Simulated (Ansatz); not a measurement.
Bond stretch in BrMg (cation, charge +1), lowest singlet found (which spin is the ground state isn't settled by this scan).

- UHF/cc-pVDZ (Ansatz, an electronic-structure program)
- RKS-BLYP = restricted BLYP/cc-pVDZ (Ansatz)
- RKS-PBE0 = restricted PBE0/cc-pVDZ in Ansatz

Energies are in kJ/mol, each relative to the lowest point of its own curve between 1.88 and 2.70 Å, where full CI is lowest.

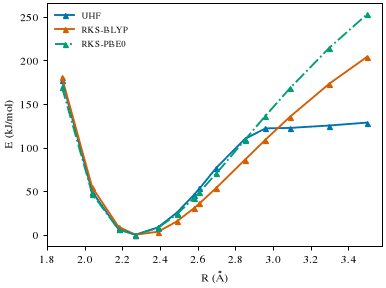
Fig. 1. Energy against bond length for each method.

```json
[
 {"R / Å": "1.88", "UHF": "177.4", "RKS-BLYP": "180.5", "RKS-PBE0": "169.3"},
 {"R / Å": "2.04", "UHF": "49.4", "RKS-BLYP": "54.5", "RKS-PBE0": "47.1"},
 {"R / Å": "2.18", "UHF": "6.4", "RKS-BLYP": "9.1", "RKS-PBE0": "6.1"},
 {"R / Å": "2.27", "UHF": "0.0", "RKS-BLYP": "0.0", "RKS-PBE0": "0.0"},
 {"R / Å": "2.39", "UHF": "8.5", "RKS-BLYP": "3.5", "RKS-PBE0": "7.8"},
 {"R / Å": "2.49", "UHF": "25.4", "RKS-BLYP": "15.3", "RKS-PBE0": "23.5"},
 {"R / Å": "2.58", "UHF": "45.6", "RKS-BLYP": "30.3", "RKS-PBE0": "42.0"},
 {"R / Å": "2.61", "UHF": "53.1", "RKS-BLYP": "35.9", "RKS-PBE0": "48.8"},
 {"R / Å": "2.70", "UHF": "77.0", "RKS-BLYP": "53.9", "RKS-PBE0": "70.5"},
 {"R / Å": "2.85", "UHF": "109.8", "RKS-BLYP": "85.7", "RKS-PBE0": "108.5"},
 {"R / Å": "2.96", "UHF": "122.1", "RKS-BLYP": "109.0", "RKS-PBE0": "136.4"},
 {"R / Å": "3.09", "UHF": "122.6", "RKS-BLYP": "135.3", "RKS-PBE0": "168.0"},
 {"R / Å": "3.30", "UHF": "125.4", "RKS-BLYP": "173.5", "RKS-PBE0": "214.7"},
 {"R / Å": "3.50", "UHF": "128.7", "RKS-BLYP": "204.2", "RKS-PBE0": "253.1"}
]
```

At the longest distance, 3.50 Å, RKS-PBE0 lies highest above its minimum (253.1 kJ/mol) and UHF lowest (128.7 kJ/mol).

The scan ran from 1.88 to 8.90 Å; beyond the distances shown full CI changes its symmetry label. The unrestricted solution behind UHF changes between 2.85 and 2.96 Å, which can leave a kink. The unrestricted determinant behind UHF is spin-contaminated at 2.85 to 3.50 Å (<S²> up to 1.0, against 0.00 for a pure singlet). The restricted form behind RKS-BLYP, RKS-PBE0 keeps the bonding electrons paired and can't separate into open-shell fragments.
